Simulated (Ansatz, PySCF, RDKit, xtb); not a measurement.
# CHSSn+: from the formula to a structure

Task: start from the formula CHSSn+ (charge +1), draw up candidate structures, narrow them down in stages, and characterise the one that lies lowest at 298.15 K.

Plan: many cheap relaxations first (GFN2-xTB), then density-functional screening, relaxation at PBE0-D4/def2-TZVP, vibrations and a final energy. The numbers are computed, not measured.

6 further runs of the same task are left out: 6 set aside as unsound or not needed.

### Step 1. Candidates

All bonding patterns within simple valence rules are listed by program: one Lewis structure each, at most two rings and one unusual centre or charged pair. O–O, O–halogen and N–halogen bonds and N–N–N chains are not drawn. That gives 7 candidates.

| label | SMILES | spin |
| --- | --- | --- |
| c064 | [C+]#[S]#[SnH] | singlet |
| c322 | [CH]1=[Sn]=[S+]1 | singlet |
| c456 | [CH+]=[Sn]=[S] | singlet |
| c522 | C#[S]#[Sn+] | singlet |
| c565 | S=[C]=[SnH+] | singlet |
| c583 | S[C]#[Sn+] | singlet |
| c731 | [C+]#[Sn][SH] | singlet |

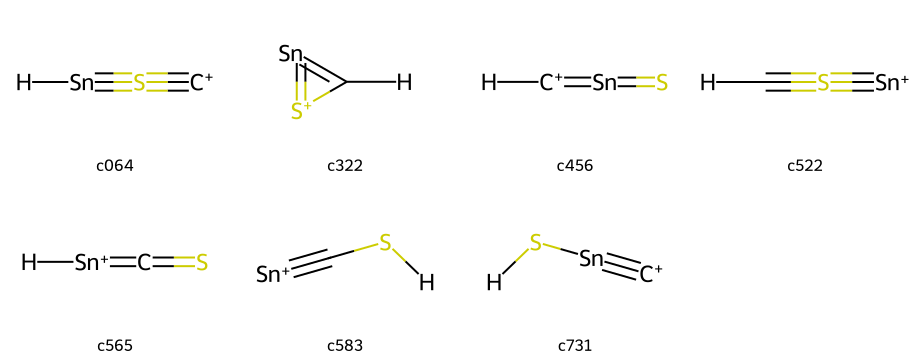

Structural formulas of the candidates.

Candidates are built by distance geometry, with a force field where one applies, in up to four conformers (letters a to d). 16 starts with atoms placed at random are added, to find patterns that the rules miss.

### Step 2. Cheap relaxation of all starts

All 23 starts are relaxed the same way. One of them, c274 (atoms placed at random), in full:

The input, start.xyz:

```xyz
4
c274
C      1.532350     0.476110    -0.836890
S     -0.229890    -0.146260    -0.837900
Sn     0.396010    -0.747070     1.538450
H      0.063570    -1.683930    -0.859110
```

Launch:

```
$ xtb start.xyz --gfn 2 --opt --chrg 1
```

Log, shortened:

```text
* xtb version 6.7.1
[...]
          :  # basis functions                  25          :
[...]
          :  # electrons                        14          :
[...]
          :  Hamiltonian                  GFN2-xTB          :
[...]
          :  net charge                          1          :
          :  unpaired electrons                  0          :
[...]
   *** convergence criteria satisfied after 69 iterations ***
[...]
   *** GEOMETRY OPTIMIZATION CONVERGED AFTER 21 ITERATIONS ***
[...]
   *** convergence criteria satisfied after 3 iterations ***
[...]
         ::                     SUMMARY                     ::
         :::::::::::::::::::::::::::::::::::::::::::::::::::::
         :: total energy              -7.467525164184 Eh    ::
         :: gradient norm              0.000556178541 Eh/a0 ::
         :: HOMO-LUMO gap              0.684694912169 eV    ::
         ::.................................................::
         :: SCC energy                -7.507690760699 Eh    ::
         :: -> isotropic ES            0.086972773870 Eh    ::
         :: -> anisotropic ES         -0.011759834303 Eh    ::
         :: -> anisotropic XC          0.001224555621 Eh    ::
         :: -> dispersion             -0.002460979978 Eh    ::
         :: repulsion energy           0.040165596515 Eh    ::
         :: add. restraining           0.000000000000 Eh    ::
         :: total charge               1.000000000000 e     ::
         :::::::::::::::::::::::::::::::::::::::::::::::::::::
[...]
         7        2.0000           -0.5500754             -14.9683 (HOMO)
         8        0.0000           -0.5249133             -14.2836 (LUMO)
[...]
     #   Z          covCN         q      C6AA      α(0)
     1   6          1.862    -0.131    34.821     9.532
     2  16          1.904     0.366   127.016    18.969
     3  50          0.895     0.571   478.148    48.003
     4   1          0.919     0.194     1.130     1.663
[...]
     #   Z sym  total        # sym  WBO       # sym  WBO       # sym  WBO
 ---------------------------------------------------------------------------
     1   6      3.585 --     2      1.843     3      1.726
     2  16      2.998 --     1      1.843     4      0.904     3      0.251
     3  50      2.019 --     1      1.726     2      0.251
     4   1      0.962 --     2      0.904
 ---------------------------------------------------------------------------
[...]
molecular dipole:
                 x           y           z       tot (Debye)
 q only:        1.157      -0.656       0.603
   full:        1.664      -0.551       2.301       7.353
molecular quadrupole (traceless):
[...]
          | TOTAL ENERGY               -7.467525164184 Eh   |
          | GRADIENT NORM               0.000556178541 Eh/α |
          | HOMO-LUMO GAP               0.684694912169 eV   |
           -------------------------------------------------
[...]
```

Wall time 0.07 s (2 threads of Arm Neoverse V2, shared host).

### Step 3. Distinct minima at GFN2-xTB

23 of the 23 relaxations converged; 16 ended on a minimum already found. 7 distinct structures remain:

```
label             start     SMILES after     spin  energy (kcal/mol)           note
 c413  random and drawn  [CH]1[S][Sn]1 ‡  singlet                0.0               
c565a             drawn   [C][S].[SnH] ‡  singlet               16.2  loosely bound
 c580            random    [S][C][SnH] ‡  singlet               16.3               
 c217            random    [CH][S][Sn] ‡  singlet               29.3               
c583a  drawn and random    [SH][C][Sn] ‡  singlet               35.9               
c456a             drawn    [CH][Sn][S] ‡  singlet               80.4               
c731a             drawn    [C][Sn][SH] ‡  singlet              110.2
```

‡ marks the bonded skeleton alone, with all bonds drawn single: no Lewis structure was assigned that passes a check against the bond lengths.

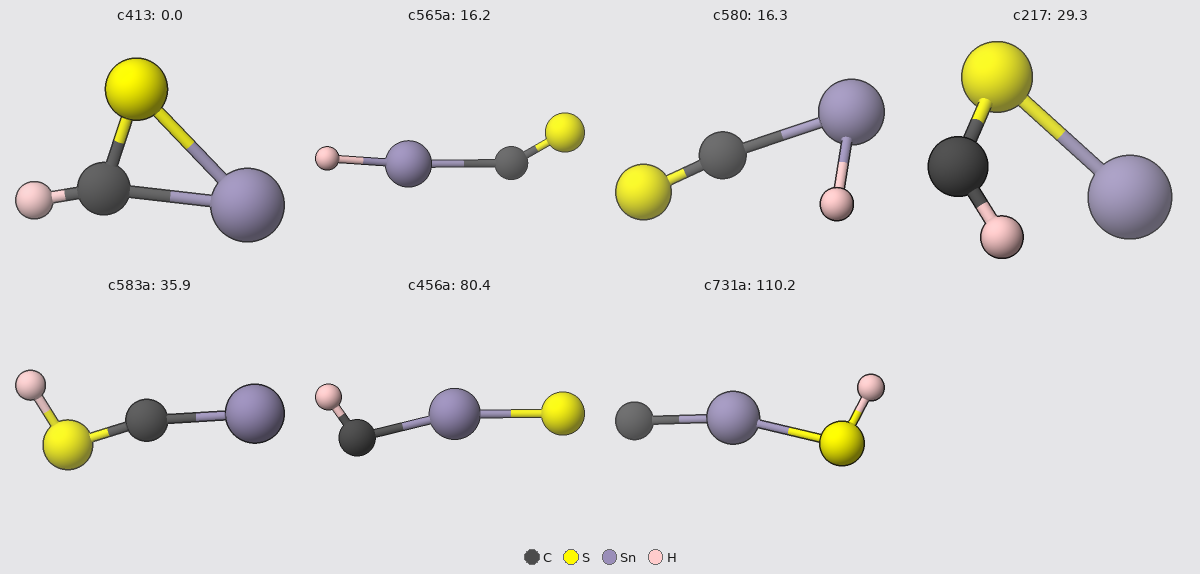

The 7 lowest minima that did not fall apart, with their GFN2-xTB energies in kcal/mol.

### Step 4. Second filter: single points

A choice of the minima (the low ones first, few conformers of a pattern, up to a cap) and the lowest that fell apart get a single point at r2SCAN-D4/def2-SVP on the tight-binding geometry, and one at HF/STO-3G for comparison. The lowest singlets are also tried as triplets at the same geometry (label ending in t). The first, c413:

The input, input.yaml:

```yaml
crystal:
  periodic: [false, false, false]
  atoms:
    - symbol: C
      position_ang: [-0.197130, 0.887396, -0.604723]
    - symbol: S
      position_ang: [-0.207562, -0.607325, -1.332463]
    - symbol: Sn
      position_ang: [0.967269, -0.338462, 0.866227]
    - symbol: H
      position_ang: [-0.707628, 1.709140, -1.114502]
basis:
  gaussian:
    orbitals: def2-SVP
total_charge: 1
hamiltonian:
  xc: {name: r2SCAN}
  dispersion: d4
scf:
  lower_state_search: "off"
```

Launch:

```
$ ansatz run input.yaml --threads 2 --pin off --max-ram 4350MiB --events-out events.jsonl --progress --plain --runs-dir runs
```

Log, shortened:

```text
Warning: RAYON_NUM_THREADS=2 ignored (pool sized by the plan → 2); use --threads N
Functional definition: r2SCAN
  name "r2SCAN"
[...]
712 factors; their error is unknown
[...]
mean field -17708.41384553 eV, -650.7722056291 hartree, gradient 5.9e-6 eV, S^2 0.000000; 0 other end points of the search recorded, 0 dependent functions left out
reference -17708.41385389 eV, -650.7722059363 hartree; 22, 22 occupied and 41, 41 virtual orbitals, 712 factors
Total energy: -17708.43389197 eV, -650.7729423222 hartree
Checks for a lower state left out: stability, starts, cluster_reference, orbital_swaps, neighbouring_geometries, increment
```

It took 0.91 s on 2 threads of Arm Neoverse V2, shared host.

Relative energies in kcal/mol, each column from its lowest structure that stays in one piece:

```csv
label,SMILES,spin,GFN2-xTB,HF/STO-3G,r2SCAN-D4/def2-SVP
c413,[CH]1[S][Sn]1 ‡,singlet,0.0,0.0,0.0
c580,[S][C][SnH] ‡,singlet,16.3,30.7,30.9
c217,[CH][S][Sn] ‡,singlet,29.3,62.7,35.7
c413t,[CH]1[S][Sn]1 ‡,triplet,–,–,44.6
c217t,[CH][S][Sn] ‡,triplet,–,–,54.2
c580t,[S][C][SnH] ‡,triplet,–,–,71.3
c565a,[C][S].[SnH] ‡,singlet,16.2,119.2,81.5
```

‡ marks the bonded skeleton alone, with all bonds drawn single: no Lewis structure was assigned that passes a check against the bond lengths.

### Step 5. Relaxing the best candidates

3 candidates are relaxed at PBE0-D4/def2-TZVP (chosen among the lowest in one piece). The first, c413:

The input, input.yaml:

```yaml
crystal:
  periodic: [false, false, false]
  atoms:
    - {symbol: C, position_ang: [-0.197130, 0.887396, -0.604723]}
    - {symbol: S, position_ang: [-0.207562, -0.607325, -1.332463]}
    - {symbol: Sn, position_ang: [0.967269, -0.338462, 0.866227]}
    - {symbol: H, position_ang: [-0.707628, 1.709140, -1.114502]}
basis:
  gaussian:
    orbitals: def2-TZVP
total_charge: 1
scf:
  lower_state_search: "off"
hamiltonian:
  xc: {name: PBE0}
  dispersion: d4
relax:
  f_tol: 0.003
```

Launch:

```
$ ansatz run input.yaml --threads 2 --pin off --max-ram 4350MiB --events-out events.jsonl --progress --plain --runs-dir runs
```

Log, shortened:

```text
Warning: RAYON_NUM_THREADS=2 ignored (pool sized by the plan → 2); use --threads N
[...]
Functional definition: PBE0
  name "PBE0"
[...]
956 factors; their error is unknown
[...]
mean field -17707.94447820 eV, -650.7549566981 hartree, gradient 1.7e-6 eV, S^2 0.000000; 0 other end points of the search recorded, 0 dependent functions left out
[...]
reference -17707.94450440 eV, -650.7549576610 hartree; 22, 22 occupied and 102, 102 virtual orbitals, 956 factors
relax step   1: F+E_penalty+E_count = -17708.03208216 eV  Δ(F+E_penalty+E_count) = +0.000e0 eV  max|allowed force component| = 1.372e0 eV/Å  Δτ_max = 0.0000 Å  (18 SCF iters, accepted)
[...]
relax step   6: F+E_penalty+E_count = -17708.10842205 eV  Δ(F+E_penalty+E_count) = -1.365e-4 eV  max|allowed force component| = 6.952e-2 eV/Å  Δτ_max = 0.0026 Å  (24 SCF iters, accepted)
[...]
relax step   7: F+E_penalty+E_count = -17708.10851459 eV  Δ(F+E_penalty+E_count) = -9.254e-5 eV  max|allowed force component| = 1.711e-3 eV/Å  Δτ_max = 0.0024 Å  (24 SCF iters, accepted)
Total energy: -17708.10854078 eV, -650.7609858867 hartree
Atom 0 at    -0.201139     0.822084    -0.642119 Å, force    -0.000688     0.000615    -0.001115 eV/Å
Atom 1 at    -0.222515    -0.629203    -1.368272 Å, force    -0.000443     0.000788    -0.000371 eV/Å
Atom 2 at     0.947515    -0.264779     0.862628 Å, force     0.000265     0.000307     0.000659 eV/Å
Atom 3 at    -0.668912     1.722647    -1.037698 Å, force     0.000867    -0.001711     0.000827 eV/Å
Dipole moment:    -0.057452     0.192680    -0.009650 e Å
Checks for a lower state left out: stability, starts, cluster_reference, orbital_swaps, neighbouring_geometries, increment
```

Wall time 12 s (2 threads of Arm Neoverse V2, shared host).

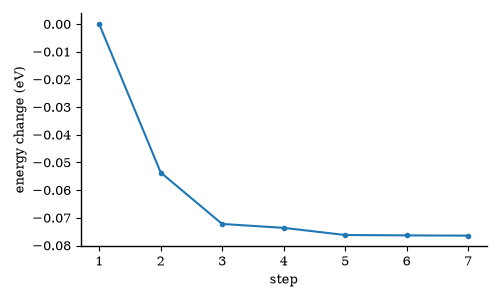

Energy along the run, all evaluated steps.

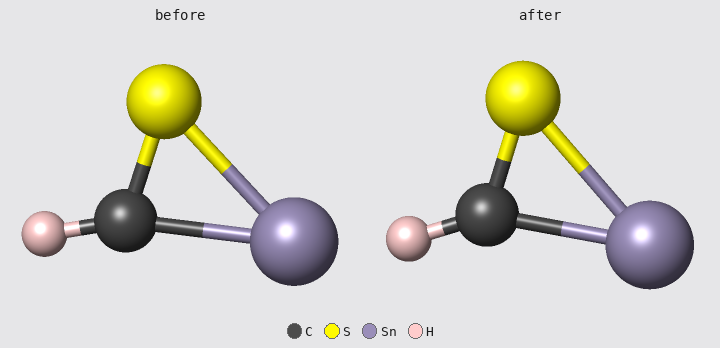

Before and after, at one scale.

After the run. Bond lengths: C1–S2 1.623 Å, C1–Sn3 2.183 Å, S2–Sn3 2.545 Å, C1–H4 1.089 Å. Angles: C1–S2–Sn3 58.2°, S2–C1–Sn3 82.5°, C1–Sn3–S2 39.2°, S2–C1–H4 124.8°, Sn3–C1–H4 152.6°.

### Step 6. After refinement

```
label     spin  r2SCAN-D4/def2-SVP (kcal/mol)  PBE0-D4/def2-TZVP, relaxed (kcal/mol)  time                  note
 c217  singlet                           35.7                                    0.0  36 s  same minimum as c413
 c413  singlet                            0.0                                    0.0  12 s                      
 c580  singlet                           30.9                                   33.3  14 s
```

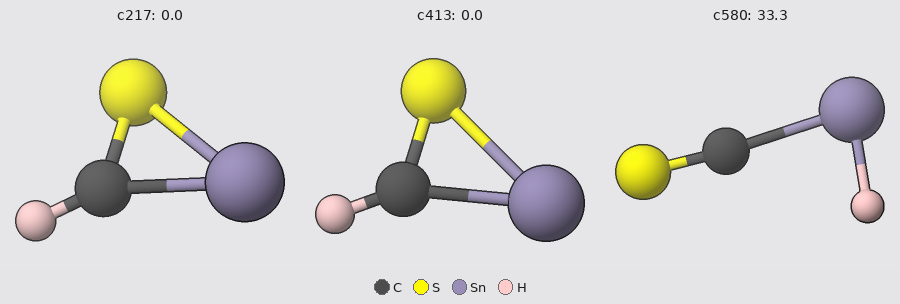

The relaxed structures, with energies at PBE0-D4/def2-TZVP in kcal/mol.

### Step 7. Harmonic analysis of the finalists

The lowest few in one piece go on as finalists. Harmonic vibrations at PBE0-D4/def2-TZVP test each finalist and give the zero-point energy and the thermal terms. The first, c413:

The input, input.yaml:

```yaml
crystal:
  periodic: [false, false, false]
  atoms:
    - symbol: C
      position_ang: [-0.201139, 0.822084, -0.642119]
    - symbol: S
      position_ang: [-0.222515, -0.629203, -1.368272]
    - symbol: Sn
      position_ang: [0.947515, -0.264779, 0.862628]
    - symbol: H
      position_ang: [-0.668912, 1.722647, -1.037698]
basis:
  gaussian:
    orbitals: def2-TZVP
total_charge: 1
hamiltonian:
  xc: {name: PBE0}
  dispersion: d4
scf:
  lower_state_search: off
phonons: {}
```

Launch:

```
$ ansatz run input.yaml --threads 2 --pin off --max-ram 4350MiB --events-out events.jsonl --progress --plain --runs-dir runs
```

Log, shortened:

```text
Warning: RAYON_NUM_THREADS=2 ignored (pool sized by the plan → 2); use --threads N
Functional definition: PBE0
  name "PBE0"
[...]
956 factors; their error is unknown
[...]
mean field -17708.02061269 eV, -650.7577545888 hartree, gradient 2.1e-6 eV, S^2 0.000000; 0 other end points of the search recorded, 0 dependent functions left out
[...]
reference -17708.02063886 eV, -650.7577555505 hartree; 22, 22 occupied and 102, 102 virtual orbitals, 956 factors
[...]
956 factors; their error is unknown
mean field -17708.02056409 eV, -650.7577528031 hartree, gradient 2.2e-6 eV, S^2 0.000000; 0 other end points of the search recorded, 0 dependent functions left out
[...]
reference -17708.02059026 eV, -650.7577537647 hartree; 22, 22 occupied and 102, 102 virtual orbitals, 956 factors
[...]
956 factors; their error is unknown
[...]
956 factors; their error is unknown
mean field -17708.02059241 eV, -650.7577538437 hartree, gradient 2.2e-6 eV, S^2 0.000000; 0 other end points of the search recorded, 0 dependent functions left out
[...]
reference -17708.02061858 eV, -650.7577548055 hartree; 22, 22 occupied and 102, 102 virtual orbitals, 956 factors
Total energy: -17708.10853979 eV, -650.7609858504 hartree
Atom 0 at    -0.201139     0.822084    -0.642119 Å, force    -0.000700     0.000482    -0.001197 eV/Å
Atom 1 at    -0.222515    -0.629203    -1.368272 Å, force    -0.000446     0.000919    -0.000314 eV/Å
Atom 2 at     0.947515    -0.264779     0.862628 Å, force     0.000286     0.000295     0.000689 eV/Å
Atom 3 at    -0.668912     1.722647    -1.037698 Å, force     0.000860    -0.001696     0.000822 eV/Å
Dipole moment:    -0.057452     0.192680    -0.009649 e Å
Vibrations: 283.91 517.33 765.07 1015.53 1048.26 3168.91 cm⁻¹, zero-point energy 0.421485 eV
Checks for a lower state left out: stability, starts, cluster_reference, orbital_swaps, neighbouring_geometries, increment
```

Wall time 38 s (2 threads of Arm Neoverse V2, shared host).

### Step 8. Thermal terms of the finalists

At 298.15 K and 1 atm, ideal gas, rigid rotor and harmonic oscillator:

| label | SMILES | spin | point group | lowest mode (cm⁻¹) | zero-point (kcal/mol) | G − E (kcal/mol) |
| --- | --- | --- | --- | --- | --- | --- |
| c413 | [CH]1[S][Sn]1 ‡ | singlet | Cs | 284 | 9.7 | -8.0 |
| c580 | [S][C][SnH] ‡ | singlet | Cs | 163 | 6.2 | -12.0 |

‡ marks the bonded skeleton alone, with all bonds drawn single: no Lewis structure was assigned that passes a check against the bond lengths.

### Step 9. Energies at the top level

Each finalist gets a single point at CCSD(T)/def2-TZVPP.

c413, CCSD(T)/def2-TZVPP:

The input, input.yaml:

```yaml
basis:
  gaussian:
    orbitals: def2-TZVPP
crystal:
  periodic: [false, false, false]
  atoms:
    - {symbol: C, position_ang: [-0.201139, 0.822084, -0.642119]}
    - {symbol: S, position_ang: [-0.222515, -0.629203, -1.368272]}
    - {symbol: Sn, position_ang: [0.947515, -0.264779, 0.862628]}
    - {symbol: H, position_ang: [-0.668912, 1.722647, -1.037698]}
correlation:
  method: ccsd_t
  frozen_orbitals: {H: 0, C: 1, Sn: 4, S: 5}
total_charge: 1
```

Launch:

```
$ ansatz run input.yaml --threads 2 --pin off --max-ram 4350MiB --events-out events.jsonl --progress --plain --runs-dir runs
```

Log, shortened:

```text
Warning: RAYON_NUM_THREADS=2 ignored (pool sized by the plan → 2); use --threads N
Functional definition: HF
  name "HF"
[...]
992 factors; integrals over basis functions are off by at most 7.4e-4 eV
[...]
mean field -17662.70578344 eV, -649.0924653296 hartree, gradient 1.9e-6 eV, S^2 0.000000; 1 other end points of the search recorded, 0 dependent functions left out
10 core orbitals not correlated: weight in the atoms' cores, before any rotation towards them, 1.000 or more for the frozen orbitals, at most 0.000 for the correlated occupied ones
reference -17662.70578344 eV, -649.0924653296 hartree; 12, 12 occupied and 115, 115 virtual orbitals, 992 factors
second order -16.54643328 eV of doubles, -0.00000000 eV of singles
cycle   1  -16.15761817 eV  change    3.9e-1 eV  update   1.2e-1
[...]
cycle  11  -16.75589128 eV  change   -9.2e-6 eV  update   1.1e-5
perturbative correction -0.81515237 eV, -0.0299562970 hartree
Total energy: -17680.27682710 eV, -649.7381892737 hartree
```

Wall time 18 s (2 threads of Arm Neoverse V2, shared host); peak memory 0.8 GiB.

### Step 10. c580 at CCSD(T)/def2-TZVPP

The input, input.yaml:

```yaml
crystal:
  periodic: [false, false, false]
  atoms:
    - {symbol: C, position_ang: [-0.506900, -0.264212, -0.878119]}
    - {symbol: S, position_ang: [-1.834192, 0.146213, -1.436998]}
    - {symbol: Sn, position_ang: [1.609500, -0.901672, -0.172636]}
    - {symbol: H, position_ang: [0.821702, -0.832659, 1.403403]}
basis:
  gaussian: {orbitals: def2-TZVPP}
total_charge: 1
correlation: {method: ccsd_t, frozen_orbitals: {H: 0, C: 1, Sn: 4, S: 5}}
```

Launch:

```
$ ansatz run input.yaml --threads 2 --pin off --max-ram 4350MiB --events-out events.jsonl --progress --plain --runs-dir runs
```

Log, shortened:

```text
Warning: RAYON_NUM_THREADS=2 ignored (pool sized by the plan → 2); use --threads N
Functional definition: HF
  name "HF"
[...]
988 factors; integrals over basis functions are off by at most 9.3e-4 eV
[...]
mean field -17661.61118543 eV, -649.0522395946 hartree, gradient 4.9e-6 eV, S^2 0.000000; 0 other end points of the search recorded, 0 dependent functions left out; unrestricted orbitals would lower it
10 core orbitals not correlated: weight in the atoms' cores, before any rotation towards them, 1.000 or more for the frozen orbitals, at most 0.000 for the correlated occupied ones
reference -17661.61118543 eV, -649.0522395946 hartree; 12, 12 occupied and 115, 115 virtual orbitals, 988 factors
second order -16.44431459 eV of doubles, -0.00000000 eV of singles
cycle   1  -16.02645676 eV  change    4.2e-1 eV  update   1.3e-1
[...]
cycle  11  -16.71839192 eV  change   -7.9e-7 eV  update   9.3e-6
perturbative correction -0.81534540 eV, -0.0299633909 hartree
Total energy: -17679.14492276 eV, -649.6965925564 hartree
```

Run time: 17 s. Hardware: 2 threads of Arm Neoverse V2, shared host; peak memory 0.79 GiB.

For c580 the log finds that unrestricted Hartree-Fock orbitals lie lower, a sign to watch the closed-shell reference there.

### Step 11. The ranking

Energies in kcal/mol from c413; G adds the thermal terms to the CCSD(T)/def2-TZVPP energy. The columns left of the relaxed level are at the tight-binding geometries.

| label | SMILES | spin | GFN2-xTB | HF/STO-3G | r2SCAN-D4/def2-SVP | PBE0-D4/def2-TZVP | HF/def2-TZVPP | MP2/def2-TZVPP | CCSD(T)/def2-TZVPP | G | share at equilibrium | T1 |
| --- | --- | --- | --- | --- | --- | --- | --- | --- | --- | --- | --- | --- |
| c413 | [CH]1[S][Sn]1 ‡ | singlet | 0.0 | 0.0 | 0.0 | 0.0 | 0.0 | 0.0 | 0.0 | 0.0 | 100.0 % | 0.020 |
| c580 | [S][C][SnH] ‡ | singlet | 16.3 | 30.7 | 30.9 | 33.3 | 25.2 | 27.6 | 26.1 | 22.0 | < 0.1 % | 0.018 |

‡ marks the bonded skeleton alone, with all bonds drawn single: no Lewis structure was assigned that passes a check against the bond lengths.

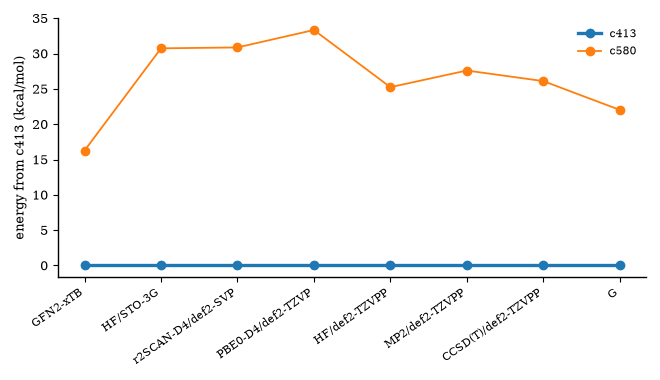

The finalists at each level, measured from c413.

Lowest found: c413, `[CH]1[S][Sn]1` ‡, a singlet of point group Cs. Bond lengths: C1–S2 1.623 Å, C1–Sn3 2.183 Å, S2–Sn3 2.545 Å, C1–H4 1.089 Å. Angles: C1–S2–Sn3 58.2°, S2–C1–Sn3 82.5°, C1–Sn3–S2 39.2°, S2–C1–H4 124.8°, Sn3–C1–H4 152.6°.

```xyz
4

C    -0.2011    0.8221   -0.6421
S    -0.2225   -0.6292   -1.3683
Sn    0.9475   -0.2648    0.8626
H    -0.6689    1.7226   -1.0377
```

‡ marks the bonded skeleton alone, with all bonds drawn single: no Lewis structure was assigned that passes a check against the bond lengths.

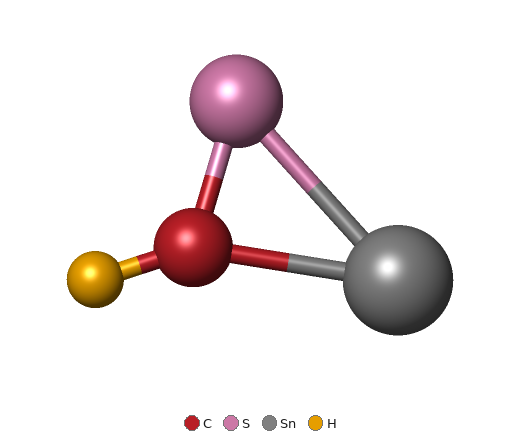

The lowest structure found, seen from a chosen angle (carbon red, sulfur pink, tin grey, hydrogen amber).

(Part 1 of 2 ends here.)
